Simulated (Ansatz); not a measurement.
## bond stretched by 0.8 Å, between Ag atomic chains under bias

Aim: the current at finite bias, with the potential solved under it.

Main program and level: Ansatz 0.2.0; DFT PBE, plane waves, PAW; current against voltage, self-consistent under bias.

## 1. The structure

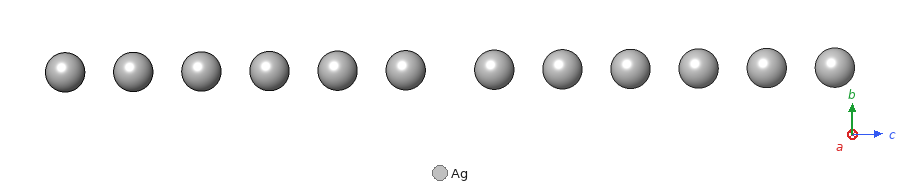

The starting structure, seen in part (silver light grey). Drawn is a stretch of 30 Å of the 83 Å that the atoms span along c, seen along the normal of the bc plane.

The cell holds 32 atoms: 32 Ag. Its edges and angles: a = 6.000 Å, b = 6.000 Å, c = 97.260 Å, α = 90.0°, β = 90.0°, γ = 90.0°. Electrodes: Ag atomic chain; the apex atoms were set 3.460 Å apart. Regions: lower lead, 16 atoms (16 Ag); upper lead, 16 atoms (16 Ag). Vacuum lies along a, b and c.

## 2. The sweep under bias

Vacuum beyond both ends lets the two leads hold different Fermi levels, and the density is solved anew at each bias. Each lead has 16 atoms, since a wire screens slowly.

input.yaml

```yaml
crystal:
  lattice:
    - [6.0, 0.0, 0.0]
    - [0.0, 6.0, 0.0]
    - [0.0, 0.0, 97.26]
  atoms:
    - { symbol: Ag, position: [0.5, 0.5, 0.0] }
    - { symbol: Ag, position: [0.5, 0.5, 0.027349373] }
    - { symbol: Ag, position: [0.5, 0.5, 0.054698746] }
    - { symbol: Ag, position: [0.5, 0.5, 0.082048118] }
    - { symbol: Ag, position: [0.5, 0.5, 0.109397491] }
    - { symbol: Ag, position: [0.5, 0.5, 0.136746864] }
    - { symbol: Ag, position: [0.5, 0.5, 0.164096237] }
    - { symbol: Ag, position: [0.5, 0.5, 0.19144561] }
    - { symbol: Ag, position: [0.5, 0.5, 0.218794983] }
    - { symbol: Ag, position: [0.5, 0.5, 0.246144355] }
    - { symbol: Ag, position: [0.5, 0.5, 0.273493728] }
    - { symbol: Ag, position: [0.5, 0.5, 0.300843101] }
    - { symbol: Ag, position: [0.5, 0.5, 0.328192474] }
    - { symbol: Ag, position: [0.5, 0.5, 0.355541847] }
    - { symbol: Ag, position: [0.5, 0.5, 0.382891219] }
    - { symbol: Ag, position: [0.5, 0.5, 0.410240592] }
    - { symbol: Ag, position: [0.5, 0.5, 0.44581534] }
    - { symbol: Ag, position: [0.5, 0.5, 0.473164713] }
    - { symbol: Ag, position: [0.5, 0.5, 0.500514086] }
    - { symbol: Ag, position: [0.5, 0.5, 0.527863459] }
    - { symbol: Ag, position: [0.5, 0.5, 0.555212832] }
    - { symbol: Ag, position: [0.5, 0.5, 0.582562204] }
    - { symbol: Ag, position: [0.5, 0.5, 0.609911577] }
    - { symbol: Ag, position: [0.5, 0.5, 0.63726095] }
    - { symbol: Ag, position: [0.5, 0.5, 0.664610323] }
    - { symbol: Ag, position: [0.5, 0.5, 0.691959696] }
    - { symbol: Ag, position: [0.5, 0.5, 0.719309068] }
    - { symbol: Ag, position: [0.5, 0.5, 0.746658441] }
    - { symbol: Ag, position: [0.5, 0.5, 0.774007814] }
    - { symbol: Ag, position: [0.5, 0.5, 0.801357187] }
    - { symbol: Ag, position: [0.5, 0.5, 0.82870656] }
    - { symbol: Ag, position: [0.5, 0.5, 0.856055933] }
kpoints:
  mp_grid: { grid: [1, 1, 1] }
scf:
  occupations: { method: fermi_dirac, width: 0.1 }
hamiltonian:
  xc: pbe
output:
  current_voltage:
    leads: [[9, 10], [21, 22]]
    bias: [0.3, 0.6, 1.0, 1.5]
    electrode_ends: [15, 16]
    kmesh: [1, 1]
  write_potential: true
  write_density: true
  volumetric_format: npy
basis:
  ecutwfc: "340 eV"
```

The run is started by

```console
$ ansatz run input.yaml --threads 8 --pin off --max-ram 16384MiB --backend cpu --events-out ev --progress --plain --runs-dir out
```

Numbers of over 12 decimals in the logs are rounded to 6 here.

The program printed:

```text
Warning: basis.ecutwfc = 340 eV is below the records' recommended 420 eV, and the density's cutoff is lower with it unless basis.ecutrho_ratio is high enough to keep the records' density cutoff: compare with a run at a higher cutoff
Engine: ansatz 0.2.0, x86_64-unknown-linux-gnu
Pseudopotentials: kind: paw
Pseudopotential: Ag, paw, valence charge 19, recommended cutoff 420 eV (normal), Ag.paw.azcp
Functional definition: PBE
  parameter kappa = 0.804
  parameter beta = 0.066725
  exchange = pbe_x(kappa = kappa, mu = beta*pi^2/3)
  correlation = pbe_c(beta = beta)
Crystal: 32 atoms, lattice volume = 3501.360 Å³
Basis set: ecut = 340 eV, 49617 PW (Γ)
Bands: 365, of which v1, the nominal top of the filled ones, is band 304 counted from 1 (303 counted from 0)
Symmetry: 16 space group operations
Space group: P4/mmm (ITA 123), of the structure as read, at distance tolerance 1.5e-4 Å
k-points: 1
Non-local potential: Ag, projectors of the file, l = 0: 3, l = 1: 2, l = 2: 2, l = 3: 1
PAW form: soft (Blöchl's): semilocal exchange-correlation on the pseudo side does not see the compensation charge
PAW one-centre angular grid: Ag, 590 points (default); XC on 64 Gauss nodes
Initial density: superposition of atomic densities (neutral atoms: chi_scale 0, normalization atom), corrected by the library's trained network
Initial wavefunctions: pseudopotential atomic-orbital guess
Functional: x = pbe(κ = 0.804, μ = 0.219515), c = pbe(β = 0.066725)
SCF iter   1: F=—  HF=-242858.589703 eV  |F-HF|=—  |Δ(HF+E_count)|=         —  Δρ=2.13e-3  dr2=5.28e0  ethr=1.77e-3  ⟨swp⟩=6.0  Hψ=1417  notcnv=0  defer=6
preconditioner: auto → LDOS  [metal: Δε(μ)=0.198 eV  Ē_g=6.489 eV  σ=0.100 eV  W_gap=0.46  n_scr=454 (ndim 8)  ℏωp=11.8 eV  f_vac=0.656  D(μ)=13.01/eV (n_scr^D=24)  β→1.0]
SCF iter   2: F=—  HF=-242858.442713 eV  |F-HF|=—  |Δ(HF+E_count)|=   1.47e-1  Δρ=1.33e-3  dr2=2.55e-1  ethr=8.69e-4  ⟨swp⟩=2.0  Hψ=432  notcnv=0  defer=44
SCF iter   3: F=—  HF=-242858.442542 eV  |F-HF|=—  |Δ(HF+E_count)|=   1.72e-4  Δρ=1.47e-3  dr2=1.35e-1  ethr=4.19e-5  ⟨swp⟩=2.0  Hψ=612  notcnv=0  defer=44
SCF iter   4: F=—  HF=-242858.415893 eV  |F-HF|=—  |Δ(HF+E_count)|=   2.66e-2  Δρ=2.49e-4  dr2=4.94e-3  ethr=2.23e-5  ⟨swp⟩=3.0  Hψ=687  notcnv=0  defer=44
SCF iter   5: F=—  HF=-242858.415783 eV  |F-HF|=—  |Δ(HF+E_count)|=   1.10e-4  Δρ=1.33e-4  dr2=1.05e-3  ethr=8.12e-7  ⟨swp⟩=2.0  Hψ=596  notcnv=0  defer=44
SCF iter   6: F=—  HF=-242858.415771 eV  |F-HF|=—  |Δ(HF+E_count)|=   1.27e-5  Δρ=6.41e-5  dr2=2.07e-4  ethr=1.72e-7  ⟨swp⟩=2.0  Hψ=527  notcnv=0  defer=44
SCF iter   7: F=—  HF=-242858.415545 eV  |F-HF|=—  |Δ(HF+E_count)|=   2.25e-4  Δρ=2.21e-5  dr2=2.86e-5  ethr=3.40e-8  ⟨swp⟩=2.0  Hψ=556  notcnv=0  defer=44
SCF iter   8: F=—  HF=-242858.415360 eV  |F-HF|=—  |Δ(HF+E_count)|=   1.85e-4  Δρ=5.38e-6  dr2=2.21e-6  ethr=4.71e-9  ⟨swp⟩=2.0  Hψ=596  notcnv=0  defer=44
SCF iter   9: F=—  HF=-242858.415361 eV  |F-HF|=—  |Δ(HF+E_count)|=   1.58e-6  Δρ=2.12e-6  dr2=3.79e-7  ethr=3.64e-10  ⟨swp⟩=2.0  Hψ=502  notcnv=0  defer=44
SCF iter  10: F=-242858.415361 eV  HF=-242858.415361 eV  |F-HF|=1.16e-8  |Δ(HF+E_count)|=   1.04e-8  Δρ=6.64e-7  dr2=3.25e-8  ethr=1.64e-11  ⟨swp⟩=17.0  Hψ=2128  notcnv=0
SCF 1 converged in 10 iterations: F = -242858.415361 eV  dr2 = 3.25e-8
  greatest PAW one-centre occupation: 1.000 electrons in one spin orbital (limit 2), on the Ag atom at site 30 (counted from 0), in its partial waves of l = 0
bias +0 V, iteration  1: dr2 1.72e-1 eV, mean Fermi level -1.7683 eV
bias +0 V, iteration  2: dr2 1.30e-2 eV, mean Fermi level -1.7701 eV
bias +0 V, iteration  3: dr2 4.14e-4 eV, mean Fermi level -1.7700 eV
bias +0 V, iteration  4: dr2 3.92e-5 eV, mean Fermi level -1.7699 eV
bias +0 V, iteration  5: dr2 1.25e-5 eV, mean Fermi level -1.7699 eV
bias +0 V, iteration  6: dr2 9.16e-7 eV, mean Fermi level -1.7699 eV
bias +0 V, iteration  7: dr2 9.58e-8 eV, mean Fermi level -1.7699 eV
bias +0.3 V, iteration  1: dr2 5.72e0 eV, mean Fermi level -1.7624 eV
bias +0.3 V, iteration  2: dr2 8.71e-1 eV, mean Fermi level -1.7652 eV
bias +0.3 V, iteration  3: dr2 1.01e-2 eV, mean Fermi level -1.7659 eV
bias +0.3 V, iteration  4: dr2 3.32e-4 eV, mean Fermi level -1.7660 eV
bias +0.3 V, iteration  5: dr2 4.39e-4 eV, mean Fermi level -1.7659 eV
bias +0.3 V, iteration  6: dr2 1.44e-5 eV, mean Fermi level -1.7659 eV
bias +0.3 V, iteration  7: dr2 3.64e-6 eV, mean Fermi level -1.7659 eV
bias +0.3 V, iteration  8: dr2 3.51e-7 eV, mean Fermi level -1.7659 eV
bias +0.3 V, iteration  9: dr2 5.10e-8 eV, mean Fermi level -1.7659 eV
bias +0.6 V, iteration  1: dr2 5.33e-2 eV, mean Fermi level -1.7536 eV
bias +0.6 V, iteration  2: dr2 7.48e-3 eV, mean Fermi level -1.7544 eV
bias +0.6 V, iteration  3: dr2 1.55e-3 eV, mean Fermi level -1.7544 eV
bias +0.6 V, iteration  4: dr2 1.86e-4 eV, mean Fermi level -1.7544 eV
bias +0.6 V, iteration  5: dr2 5.35e-5 eV, mean Fermi level -1.7544 eV
bias +0.6 V, iteration  6: dr2 2.52e-6 eV, mean Fermi level -1.7545 eV
bias +0.6 V, iteration  7: dr2 2.79e-7 eV, mean Fermi level -1.7545 eV
bias +0.6 V, iteration  8: dr2 5.30e-8 eV, mean Fermi level -1.7545 eV
bias +1 V, iteration  1: dr2 1.77e-1 eV, mean Fermi level -1.7266 eV
bias +1 V, iteration  2: dr2 3.01e-2 eV, mean Fermi level -1.7283 eV
bias +1 V, iteration  3: dr2 8.13e-3 eV, mean Fermi level -1.7288 eV
bias +1 V, iteration  4: dr2 1.63e-3 eV, mean Fermi level -1.7286 eV
bias +1 V, iteration  5: dr2 7.11e-4 eV, mean Fermi level -1.7288 eV
bias +1 V, iteration  6: dr2 6.89e-5 eV, mean Fermi level -1.7288 eV
bias +1 V, iteration  7: dr2 1.21e-5 eV, mean Fermi level -1.7288 eV
bias +1 V, iteration  8: dr2 1.55e-6 eV, mean Fermi level -1.7288 eV
bias +1 V, iteration  9: dr2 1.95e-7 eV, mean Fermi level -1.7288 eV
bias +1 V, iteration 10: dr2 8.51e-8 eV, mean Fermi level -1.7288 eV
bias +1.5 V, iteration  1: dr2 5.92e-1 eV, mean Fermi level -1.6765 eV
bias +1.5 V, iteration  2: dr2 8.08e-2 eV, mean Fermi level -1.6800 eV
bias +1.5 V, iteration  3: dr2 4.54e-2 eV, mean Fermi level -1.6798 eV
bias +1.5 V, iteration  4: dr2 5.80e-3 eV, mean Fermi level -1.6800 eV
bias +1.5 V, iteration  5: dr2 1.71e-3 eV, mean Fermi level -1.6804 eV
bias +1.5 V, iteration  6: dr2 4.12e-4 eV, mean Fermi level -1.6803 eV
bias +1.5 V, iteration  7: dr2 1.31e-4 eV, mean Fermi level -1.6804 eV
bias +1.5 V, iteration  8: dr2 3.86e-5 eV, mean Fermi level -1.6804 eV
bias +1.5 V, iteration  9: dr2 8.69e-6 eV, mean Fermi level -1.6805 eV
bias +1.5 V, iteration 10: dr2 2.37e-6 eV, mean Fermi level -1.6805 eV
bias +1.5 V, iteration 11: dr2 1.83e-6 eV, mean Fermi level -1.6805 eV
bias +1.5 V, iteration 12: dr2 1.23e-7 eV, mean Fermi level -1.6805 eV
bias +1.5 V, iteration 13: dr2 9.38e-9 eV, mean Fermi level -1.6805 eV
transmission: 6 of 38 steps passed
transmission: 17 of 38 steps passed
[...]
transmission: 44 of 44 steps passed
WARN: The output density's exchange-correlation potential varies sharply where the density is thin. Do not read a vacuum level from v_tot or v_xc, or from such a field of the output density. On a cell that repeats whose density bears no net charge and no dipole along the vacuum's axis use v_es (v_loc + v_h of the components); under efield.dipole_correction with no amplitude use v_es + v_field, which holds any externa [...]
SCF converged after 10 iterations
Free energy (F): -242858.415361 eV
Harris-Foulkes:  -242858.415361 eV  (|F-HF|=1.16e-8)
Internal energy: -242857.970007 eV  (E = F + TS)
E sigma→0 (E₀):  -242858.192684 eV
Entropy (-TS):   -0.445355 eV (-13.917 meV/atom)
Fermi energy:    -1.778987 eV
--- Per-component energies (eV) ---
  E_band       = -18093.949637
  E_kinetic    = 16898.893676
  E_local      = -361544.458641  (includes V_loc(G=0)·N_el)
  E_nonlocal   = 2619.387092
  E_hartree    = 172328.170128
  E_xc         = -5840.502237
  E_vxc        = -7406.724696  (∫ρ·V_xc dr)
  E_paw        = -124948.236556  (= ΣΔE_a)
  E_vpaw       = -13317.403893  (= ΣTr[D̂ρ^β])
  E_aug_tail   = 0.029214  (compensation charges beyond the density's cutoff)
  E_ewald      = 57628.747317
  E_smearing   = -0.445355  (= −TS)
  E_closure    = 0.000000  (closes the sum)
  Σ components = -242858.415361   (vs F -242858.415361, Δ=0.00e0)
--- Band table (eV) ---
  k-point 0: bands = [... 300 lower, -2.2183, -2.1401, -1.9799, -1.8816, -1.6932, -1.5736, -1.3397, -1.1956, ... 57 higher]
--- Current–voltage curve ---
  leads      : [9, 10] from 97.26 to 137.16 and [21, 22] from 140.62 to 180.52 Å, reservoirs outside 122.65 and 155.13
  electrodes : end at 137.16 and 140.62 Å
  density    : 419 bands, filled at a thermal energy of 2.585e-2 eV; current at 300 K
  bias (V)   current (A)   every other point   every other energy   edges, levels   drop (V)   electrons moved   misfit (meV)   iterations
        +0      0.0000e0                   -             0.0000e0        0.0000e0     +0.000            0.00e0           39.0   7
      +0.3     1.9305e-5                   -            1.9305e-5        0.0000e0     +0.042           5.90e-3           63.0   9
      +0.6     3.7727e-5                   -            3.7727e-5        0.0000e0     +0.099           1.32e-2           74.0   8
        +1     6.1760e-5                   -            6.1760e-5        0.0000e0     +0.189           2.30e-2           58.2   10
      +1.5     9.2065e-5                   -            9.2065e-5        0.0000e0     +0.295           3.52e-2           30.5   13
  At 0 V the conductance is 6.4933e-5 S, 1.8037e14 S/m².
```

Elapsed: 6.5 min, on 8 threads of Intel Xeon at 2.70GHz, shared host; peak memory 5.1 GiB.

This step gave:

| Quantity | Value |
| --- | --- |
| conductance at zero bias | 0.8380 G₀ |
| current at the highest bias | 92.07 μA |
| largest misfit of the leads | 73.99 meV |

Cell area 36.000 Å^2. Current through one cell against bias:

```csv
bias (V),current through one cell (μA)
0.000,0
0.300,19.3
0.600,37.7
1.000,61.8
1.500,92.1
```

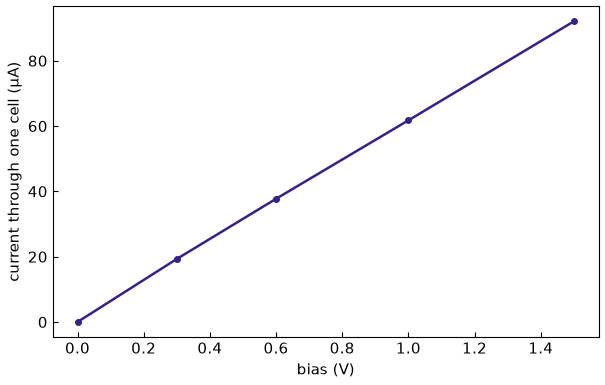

Current through one cell, plotted against bias.

Bias 0 V. The transmission and channels at 0 V by energy, zero at the mean Fermi level:

```csv
energy (eV),transmission,"channels, lower lead","channels, upper lead"
-0.259,0.811,1,1
-0.233,0.817,1,1
-0.207,0.821,1,1
-0.181,0.826,1,1
-0.155,0.829,1,1
-0.129,0.832,1,1
-0.103,0.835,1,1
-0.078,0.837,1,1
-0.052,0.838,1,1
-0.026,0.839,1,1
0.000,0.839,1,1
0.026,0.839,1,1
0.052,0.838,1,1
0.078,0.837,1,1
0.103,0.836,1,1
0.129,0.834,1,1
0.155,0.832,1,1
0.181,0.830,1,1
0.207,0.829,1,1
0.233,0.827,1,1
0.259,0.825,1,1
```

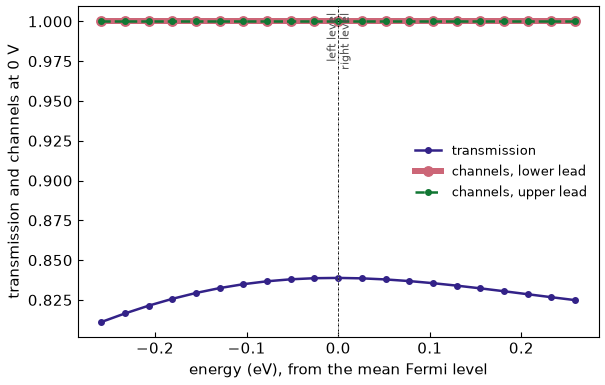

Transmission and channels at 0 V against energy.

Bias 0.6 V. The transmission and channels at 0.6 V by energy, zero at the mean Fermi level:

```csv
energy (eV),transmission,"channels, lower lead","channels, upper lead"
-0.569,0.769,1,1
-0.491,0.787,1,1
-0.439,0.795,1,1
-0.362,0.802,1,1
-0.310,0.804,1,1
-0.233,0.806,1,1
-0.155,0.807,1,1
-0.103,0.808,1,1
-0.026,0.810,1,1
0.000,0.811,1,1
0.026,0.812,1,1
0.103,0.814,1,1
0.155,0.816,1,1
0.233,0.818,1,1
0.310,0.820,1,1
0.362,0.821,1,1
0.439,0.824,1,1
0.491,0.826,1,1
0.569,0.829,1,1
```

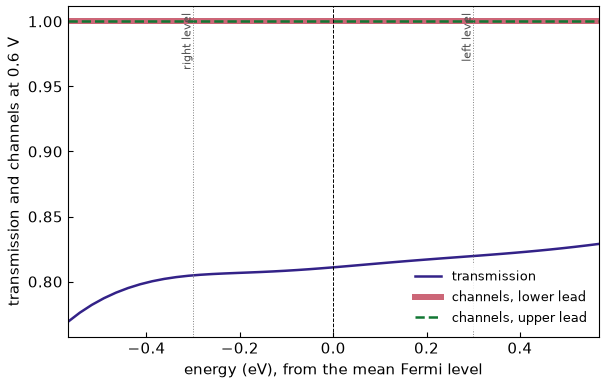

Transmission and channels at 0.6 V against energy.

(Continued in part 2 of 2.)

[Logs are printed without paths, hosts, clocks, repeated set-up lines and the standing remarks that a program may print on its own settings, such as how far it seeks lower states.]

[Hosts, paths, dates, database ids (printed as entryN), source tags and the programs' standing remarks are cut or masked in the printed files.]
